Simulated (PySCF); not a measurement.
# BH2 (boron dihydride) at UB2PLYP/cc-pVTZ

Aim: the vertical doublet–quartet gap of BH2 (boron dihydride) at UB2PLYP/cc-pVTZ, from 2 runs. 

The results are computed with PySCF 2.14.0.

2 further runs of the same task are left out: 2 set aside as unsound or not needed.

## (1) The molecule

The species is BH2 (3 atoms), meant as a doublet with charge 0. As SMILES, `[BH2]`. The shape is that of a GFN2-xTB optimisation.

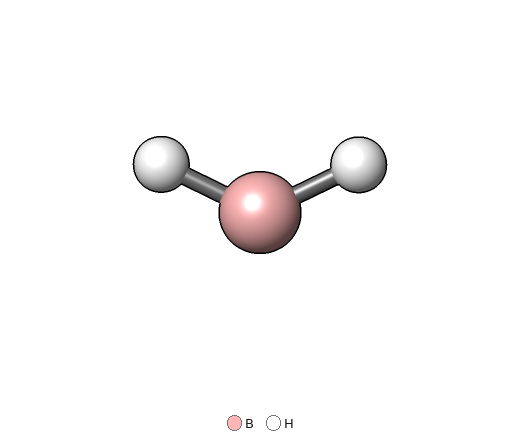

Viewed from a chosen angle; boron pink, hydrogen white.

## (2) The energy at UB2PLYP/cc-pVTZ

Contents of job.py:

```python
# [BH2]
from pyscf import gto, dft, mp

mol = gto.M(
    atom='''
B      0.496696    -0.314129     0.243094
H      0.529161     1.861985     0.493181
H     -1.025857    -1.547856    -0.736294
''',
    spin=1,
    basis='cc-pvtz',
    max_memory=1860,
    verbose=3,
    unit='bohr',
)

calc0 = dft.UKS(mol, xc='0.53*HF + 0.47*B88, 0.73*LYP')
calc0.conv_tol = 1e-10
calc0.grids.level = 5
calc0.kernel()
if not calc0.converged:
    calc0 = calc0.newton().run(calc0.mo_coeff, calc0.mo_occ)

pt = mp.MP2(calc0, frozen=1).run()
e_final = calc0.e_tot + 0.27 * pt.e_corr
print('PT2 part  %.8f' % (0.27 * pt.e_corr))
print('E(%s) = %.9f' % ('B2PLYP', e_final))
```

The run is started by

```
$ OMP_NUM_THREADS=1 python job.py
```

What it wrote:

```text
WARN: HOMO -0.119166433711887 >= LUMO -0.119166433711888

converged SCF energy = -25.8792521057054  <S^2> = 0.75205997  2S+1 = 2.0020589
E(UMP2) = -25.9793896293803  E_corr = -0.100137523674941
E(SCS-UMP2) = -25.9891626628436  E_corr = -0.109910557138227
PT2 part  -0.02703713
E(B2PLYP) = -25.906289237
```

It took 4.2 s on 1 thread of Arm Neoverse V2, shared host; peak memory 0.29 GiB.

## (3) The quartet at the same level

Contents of job.py:

```python
from pyscf import gto, dft, mp

mol = gto.Mole()
mol.atom = '''
B      0.496696    -0.314129     0.243094
H      0.529161     1.861985     0.493181
H     -1.025857    -1.547856    -0.736294
'''
mol.verbose = 3
mol.charge = 0
mol.basis = 'cc-pvtz'
mol.max_memory = 1860
mol.spin = 3
mol.unit = 'bohr'
mol.build()

calc0 = dft.UKS(mol, xc='0.53*HF + 0.47*B88, 0.73*LYP')
calc0.conv_tol = 1e-10
calc0.grids.level = 5
calc0.kernel()
if not calc0.converged:
    calc0 = calc0.newton().run(calc0.mo_coeff, calc0.mo_occ)

pt = mp.MP2(calc0, frozen=1).run()
etot = calc0.e_tot + 0.27 * pt.e_corr
print('PT2 part  %.8f' % (0.27 * pt.e_corr))
print('Final energy', etot)
```

The run is started by

```
$ OMP_NUM_THREADS=1 python job.py
```

What it wrote:

```text
WARN: HOMO -0.0735762571675505 >= LUMO -0.396457282543078

WARN: HOMO -0.255116655004285 >= LUMO -0.280966832671661

WARN: HOMO -0.232342438749014 >= LUMO -0.234919362193589

converged SCF energy = -25.6748166272765  <S^2> = 3.7547787  2S+1 = 4.0023886
E(UMP2) = -25.7721774434564  E_corr = -0.0973608161798668
E(SCS-UMP2) = -25.7710101482037  E_corr = -0.0961935209271118
PT2 part  -0.02628742
Final energy -25.701104047645106
```

It took 4.2 s on 1 thread of Arm Neoverse V2, shared host; peak memory 0.28 GiB.

## (4) Outcome

At UB2PLYP/cc-pVTZ, 1 core orbital frozen:

| quantity | value |
| --- | --- |
| doublet: total energy | -25.90629 Eh |
| doublet: dipole moment (SCF part) | 0.47 D |
| doublet: HOMO energy (SCF part's orbitals) (highest over α and β) | -7.30 eV |
| doublet: LUMO energy (SCF part's orbitals) (lowest over α and β) | -0.80 eV |
| doublet: ⟨S²⟩ | 0.752 |
| quartet: total energy | -25.70110 Eh |
| quartet: dipole moment (SCF part) | 1.29 D |
| quartet: HOMO energy (SCF part's orbitals) (highest over α and β) | -6.42 eV |
| quartet: LUMO energy (SCF part's orbitals) (lowest over α and β) | -6.37 eV |
| quartet: ⟨S²⟩ | 3.755 |
| vertical energy of the quartet above the doublet | 5.583 eV |

**Reading.** At this shape the quartet lies 5.58 eV (129 kcal/mol) above the doublet.
